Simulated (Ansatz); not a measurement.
Geometry relaxation, with input and output: BN3H8S (part 2 of 2)

The same run, continued: BN3H8S; RHF/6-31G* (Ansatz 0.2.0). The input holds or restrains some coordinates. Forces given for the steps count only the free coordinates. It belongs to a series of runs on one base structure; here: pulled along the bonds that form and break, towards end A.

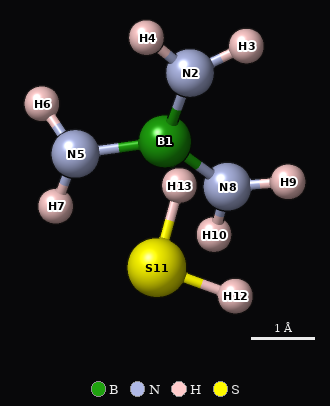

Fig. 1: The geometry at step 13 of the log (ball-and-stick view, seen at a tilt; atoms are numbered from 1 in the order of the input).

Trajectory as extended XYZ (Å, eV, eV/Å), 8 of the 22 frames kept, from step=1 to step=22:
```
13
Properties=species:S:1:pos:R:3:forces:R:3 step=1 energy=-16055.53319
B     0.0000    0.0000    0.0000   -0.5588   3.6904  -2.0272
N     0.0000    0.0000    1.9000    0.4780  -1.0439   0.7474
H    -0.8770   -0.2713    2.4300    2.5780  -0.3279  -0.5467
H     0.8770    0.2713    2.4300   -1.7469  -2.0677  -0.6339
N     1.3423    0.0000   -0.7750   -0.5049  -0.5283   1.3816
H     1.8089   -0.9179   -1.0268   -0.9252   2.6939   0.4650
H     1.7937    0.9179   -1.0532   -0.9882  -2.6884   0.7669
N    -1.3423    0.0000   -0.7750   -0.6493  -3.5768   0.5169
H    -2.0112   -0.8164   -0.6764    1.3699   2.2557  -0.9630
H    -1.5914    0.8164   -1.4036    0.6381  -2.6650   1.6630
S    -0.6372    1.9782    0.6906   -1.2502   7.4966  -4.3509
H    -1.9264    2.2463    0.2151    1.7620  -0.4815   0.7423
H    -0.3497    1.0857    1.7562   -0.2026  -2.7572   2.2385
13
Properties=species:S:1:pos:R:3:forces:R:3 step=4 energy=-16059.26485
B     0.0730   -0.2591    0.0979   -1.0462   2.7871  -0.0329
N     0.1244   -0.4274    1.7084   -1.0165   1.9161   0.7511
H    -0.7665   -0.2974    2.3242    2.0542  -1.0098  -2.6254
H     0.8043    0.1780    2.3171   -1.1156  -2.2688  -2.7882
N     1.3210   -0.0300   -0.7197   -0.3821  -0.6107   1.2054
H     1.7998   -0.8658   -1.0172    0.0249   0.6797   0.0660
H     1.7500    0.8458   -1.0232   -0.8373  -1.1104   0.5567
N    -1.2884   -0.0619   -0.7074    1.2244  -1.0611   1.5921
H    -1.9945   -0.7776   -0.6771    0.0885   0.5075   0.1351
H    -1.5352    0.7160   -1.3492    1.2506  -1.7754   0.9511
S    -0.7169    2.5065    0.7792    0.0265   1.4658   0.3350
H    -1.9206    2.2238    0.2557    0.5448  -0.2288   0.7450
H    -0.5638    1.5592    1.7233   -0.8162   0.7089  -0.8911
13
Properties=species:S:1:pos:R:3:forces:R:3 step=7 energy=-16062.07799
B     0.0317   -0.1555    0.1410   -0.6564  -0.9834   1.0995
N     0.0220   -0.4891    1.5909    0.6527   0.6185  -1.4961
H    -0.8130   -0.4435    2.1278   -0.2450  -0.2314  -0.0296
H     0.8199   -0.2098    2.1415   -0.2931  -0.4154  -0.4642
N     1.3260    0.1026   -0.5086    0.3017   0.6746   0.1385
H     1.7589   -0.6750   -0.9640   -0.1409  -0.0331   0.0407
H     1.4888    0.9427   -1.0445   -0.4051  -0.4867   0.2784
N    -1.2266   -0.1799   -0.5804    0.2698   0.3879  -0.6888
H    -2.0489   -0.7194   -0.3717    0.4513   0.4274   0.2553
H    -1.2943    0.3063   -1.4722    0.1705  -0.8814   0.7467
S    -0.6750    2.8049    0.8117   -0.3476  -0.5039   0.6821
H    -1.7629    2.3099    0.2126    0.3107   0.2450   0.1752
H    -0.5396    1.7160    1.6280   -0.0685   1.1821  -0.7376
13
Properties=species:S:1:pos:R:3:forces:R:3 step=10 energy=-16062.42994
B    -0.0135   -0.1294    0.1372    0.1843  -1.3881   1.6568
N    -0.0271   -0.5032    1.5759   -0.2893   0.4959  -1.5884
H    -0.8569   -0.7199    2.0979    0.3998  -0.0361  -0.2438
H     0.7734   -0.3165    2.1400   -0.0760  -0.0692  -0.0418
N     1.2794    0.2733   -0.4283    0.0912   0.0115  -0.4138
H     1.8243   -0.5042   -0.7804   -0.2338   0.4457   0.2514
H     1.2251    0.9893   -1.1371    0.0336  -0.4235   0.2138
N    -1.1984   -0.2883   -0.6237    0.0707   0.2969  -0.5024
H    -2.0606   -0.6204   -0.2541   -0.0044   0.0467  -0.0142
H    -1.2216   -0.1022   -1.6114   -0.0305  -0.1394   0.5468
S    -0.5059    2.8819    0.7649   -0.3436  -0.4031   0.5618
H    -1.7450    2.6151    0.3340    0.3453   0.0648   0.1790
H    -0.3863    1.7347    1.4969   -0.1473   1.0978  -0.6052
13
Properties=species:S:1:pos:R:3:forces:R:3 step=13 energy=-16062.63607
B    -0.0294   -0.1474    0.0812    0.5487  -0.8664   1.8532
N    -0.0246   -0.4270    1.5454   -0.4705   0.0594  -1.5340
H    -0.7316   -0.9783    1.9911    0.2547   0.0967  -0.1080
H     0.8285   -0.3842    2.0571   -0.0234  -0.0511  -0.0085
N     1.2533    0.2801   -0.4482   -0.0680  -0.4220  -0.4875
H     2.0228   -0.3636   -0.3126   -0.4487   0.5616  -0.0330
H     1.2629    0.6636   -1.3761    0.1205  -0.2103   0.2301
N    -1.2254   -0.3231   -0.6593    0.1783   0.0639  -0.1647
H    -2.1112   -0.4843   -0.2355    0.0359   0.0521   0.0314
H    -1.2896   -0.1099   -1.6307    0.0169  -0.0062   0.1100
S    -0.5442    2.8754    0.6136   -0.3365  -0.2567   0.7373
H    -1.8803    2.9120    0.6421    0.2811   0.0407   0.0458
H    -0.4446    1.7969    1.4438   -0.0889   0.9383  -0.6720
13
Properties=species:S:1:pos:R:3:forces:R:3 step=16 energy=-16062.80958
B    -0.0132   -0.1920    0.0674    0.1581  -0.9707   1.3474
N    -0.0462   -0.4029    1.5490    0.0017   0.2309  -1.5211
H    -0.6986   -1.0615    1.9186    0.0168   0.0199  -0.0228
H     0.8222   -0.4438    2.0373    0.0025  -0.0374   0.0266
N     1.2183    0.1931   -0.5379    0.1561  -0.1242   0.0848
H     2.0979   -0.0319   -0.1166   -0.2633   0.1840  -0.0981
H     1.2967    0.3706   -1.5150   -0.0197  -0.0073   0.0625
N    -1.2002   -0.4240   -0.6824    0.0015  -0.0191  -0.0178
H    -2.0937   -0.4129   -0.2411    0.0628   0.0205  -0.0166
H    -1.2568   -0.1667   -1.6432    0.0001   0.0181   0.0531
S    -0.6417    2.8226    0.5189   -0.2410  -0.1716   0.8292
H    -1.8254    3.2671    0.9451    0.2000  -0.0264  -0.0202
H    -0.5728    1.7925    1.4119   -0.0756   0.8833  -0.7070
13
Properties=species:S:1:pos:R:3:forces:R:3 step=19 energy=-16062.86387
B    -0.0073   -0.2715    0.0569    0.0637  -0.6071   1.4224
N    -0.0555   -0.4169    1.5478    0.0312   0.1059  -1.5299
H    -0.7859   -0.9835    1.9240    0.0323  -0.0534  -0.0042
H     0.8047   -0.6012    2.0194   -0.0122   0.0282   0.0174
N     1.1989    0.1546   -0.5550   -0.0066  -0.1039   0.0479
H     2.0129    0.3876   -0.0335   -0.0077   0.0290  -0.0320
H     1.2606    0.4034   -1.5158    0.0129   0.0062   0.0117
N    -1.1772   -0.5504   -0.7014   -0.0034  -0.0751  -0.0584
H    -2.0712   -0.5836   -0.2664   -0.0136  -0.0418   0.0287
H    -1.2449   -0.2840   -1.6582    0.0110   0.0387   0.0069
S    -0.7240    2.7314    0.4058   -0.1064  -0.1712   0.8404
H    -1.4490    3.5737    1.1341    0.0187  -0.0121  -0.0175
H    -0.6755    1.7507    1.3541   -0.0198   0.8565  -0.7334
13
Properties=species:S:1:pos:R:3:forces:R:3 step=22 energy=-16062.87895
B    -0.0372   -0.2742    0.0508    0.0491  -0.7149   1.4307
N    -0.1002   -0.4182    1.5421    0.0746   0.0792  -1.4962
H    -0.7874   -1.0446    1.9054   -0.0036   0.0007   0.0012
H     0.7655   -0.5460    2.0232   -0.0046   0.0006  -0.0069
N     1.1685    0.1800   -0.5425   -0.0157  -0.0079   0.0003
H     1.9454    0.4928   -0.0066    0.0044   0.0097  -0.0014
H     1.2317    0.4351   -1.5017    0.0013   0.0060  -0.0046
N    -1.1792   -0.6140   -0.7266    0.0046  -0.0014   0.0101
H    -2.0675   -0.7349   -0.2944   -0.0030  -0.0070   0.0041
H    -1.2664   -0.3064   -1.6693    0.0086  -0.0022  -0.0074
S    -0.6187    2.7576    0.4266   -0.0715  -0.1966   0.8038
H    -1.3734    3.5993    1.1223   -0.0037   0.0066   0.0126
H    -0.5944    1.7837    1.3824   -0.0406   0.8273  -0.7460
```

This output came from the following input.

Input file:
```yaml
crystal:
  periodic: [false, false, false]
  atoms:
    - { symbol: B, position_ang: [0.0, 0.0, 0.0] }
    - { symbol: "N", position_ang: [0.0, 0.0, 1.9] }
    - { symbol: H, position_ang: [-0.877, -0.2713, 2.43] }
    - { symbol: H, position_ang: [0.877, 0.2713, 2.43] }
    - { symbol: "N", position_ang: [1.3423, 0.0, -0.775] }
    - { symbol: H, position_ang: [1.8089, -0.9179, -1.0268] }
    - { symbol: H, position_ang: [1.7937, 0.9179, -1.0532] }
    - { symbol: "N", position_ang: [-1.3423, 0.0, -0.775] }
    - { symbol: H, position_ang: [-2.0112, -0.8164, -0.6764] }
    - { symbol: H, position_ang: [-1.5914, 0.8164, -1.4036] }
    - { symbol: S, position_ang: [-0.6372, 1.9782, 0.6906] }
    - { symbol: H, position_ang: [-1.9264, 2.2463, 0.2151] }
    - { symbol: H, position_ang: [-0.3497, 1.0857, 1.7562] }
basis:
  gaussian: { orbitals: "6-31G*" }
hamiltonian:
  xc: hf
relax:
  f_tol: 0.15
  max_steps: 25
  restrain:
    - { distance: [0, 10], at: 3.09, k: 30.0 }
    - { distance: [12, 1], at: 2.26, k: 30.0 }
    - { distance: [0, 1], at: 1.55, k: 30.0 }
    - { distance: [12, 10], at: 1.4, k: 30.0 }
```

Command:
```bash
ansatz run input.yaml --threads 2 --pin off --max-ram 3072MiB --backend cpu --events-out ev --progress --plain --runs-dir out
```

Results in brief:

- outcome: converged under the restraints of the input
- total energy: −16062.8789 eV
- mean-field energy: −16062.8789 eV
- largest force (length of the vector) at the end, held atoms and coordinates included: 1.600 eV/Å
- hardware: 2 threads of AMD EPYC (Zen 5), 16 GiB of memory available, shared host
- wall time: 14 s (CPU time 27 s)
- peak memory: 0.21 GiB
